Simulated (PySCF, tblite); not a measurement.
# C₃H₅Cl₃OSi: geometry, infrared bands and NMR shifts

Aim: predict the infrared bands and NMR shifts of C₃H₅Cl₃OSi (`[SiH3]O/C(=C/Cl)C(Cl)Cl`).

Programs: tblite 0.8.0 and PySCF 2.14.0, with density-fitted response routines of our own. Each step states its level of theory. These are calculated values for one molecule in the gas phase, unless marked as measured. Atoms are numbered from 0 throughout.

### Step 1. Starting geometry

13 atoms, charge 0, multiplicity 1; geometry from: force field or distance geometry start.

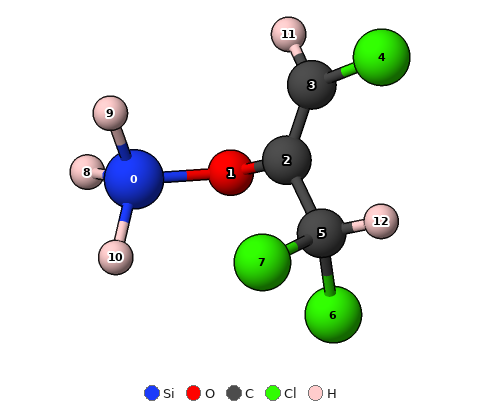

As it starts; silicon blue, oxygen red, carbon dark grey, chlorine green, hydrogen pink, atoms numbered.

### Step 2. Relaxing the molecule with GFN2-xTB

Job settings and geometry (Å):

```
{"job": {"kind": "relax", "xc": "GFN2-xTB", "basis": "xTB"}, "charge": 0, "multiplicity": 1}
Si    -2.026600     0.475800     0.102600
O     -0.712000     0.263200    -0.895000
C      0.577500     0.093000    -0.327400
C      1.367100     1.179400    -0.264700
Cl     2.976600     1.179200     0.332300
C      1.018000    -1.317900    -0.012400
Cl     0.381300    -2.504600    -1.176600
Cl     0.558500    -1.765200     1.651900
H     -3.170900     0.959700    -0.710400
H     -1.720300     1.496400     1.140000
H     -2.404900    -0.804500     0.749900
H      1.046900     2.160800    -0.553500
H      2.104500    -1.414600    -0.054600
```

On the command line:

```bash
> OMP_NUM_THREADS=1 python probes_run.py task.json out
```

This one command runs all jobs of the session in turn.

**Question.** This job is followed by: GFN2-xTB harmonic vibrations, gas phase; GIAO PBE0/pcSseg-1 NMR shielding, non-relativistic, gas phase. What will the session give for the following? strongest single infrared mode (GFN2-xTB); zero-point energy (GFN2-xTB); ¹³C shifts against TMS (PBE0/pcSseg-1); ¹H shifts against TMS (PBE0/pcSseg-1, means over atoms taken as alike); ²⁹Si shifts against TMS (PBE0/pcSseg-1); ¹⁷O shifts against H2O (PBE0/pcSseg-1); ³⁵Cl shifts against HCl (PBE0/pcSseg-1, means over atoms taken as alike).

**Answer**, as computed:

| quantity | value |
| --- | --- |
| strongest single infrared mode (GFN2-xTB) | 822 cm⁻¹, 375 km/mol |
| zero-point energy (GFN2-xTB) | 43.7 kcal/mol |
| ¹³C shifts against TMS (PBE0/pcSseg-1) | 156.0, 114.3, 78.2 ppm |
| ¹H shifts against TMS (PBE0/pcSseg-1, means over atoms taken as alike) | 7.19, 5.76, 5.31 ppm |
| ²⁹Si shifts against TMS (PBE0/pcSseg-1) | -37.2 ppm |
| ¹⁷O shifts against H2O (PBE0/pcSseg-1) | 80.0 ppm |
| ³⁵Cl shifts against HCl (PBE0/pcSseg-1, means over atoms taken as alike) | 268, 145 ppm |

In words: Over 118 steps the energy fell by 0.364 eV; of the close pairs, O1–C2 changed most, 1.419 to 1.329 Å. No mode is imaginary among the 33: a minimum at this level. The strongest single mode, at 822 cm⁻¹, is spread over several atoms, H8, H10, H9 among them. GFN2-xTB is a fitted tight-binding method: band positions and strengths are rough. Its intensities can rank the bands wrongly. C5 stands next to heavy halogen, whose spin-orbit shielding this run leaves out, so the computed shift lies too far downfield, most of all for carbon beside Br or I. C2 (alkene carbon bearing oxygen) lies farthest downfield among carbon, at 156.0 ppm; an sp2 carbon further deshielded by the attached heteroatom. H12 (hydrogen on an allylic sp3 CH bonded to 2 Cl) lies farthest downfield among hydrogen, at 7.19 ppm; its carbon carries Cl, which withdraws density. At PBE0/pcSseg-1: The widest tensor belongs to Cl6, Cl7: span 640 ppm, with a paramagnetic part of -464 ppm.
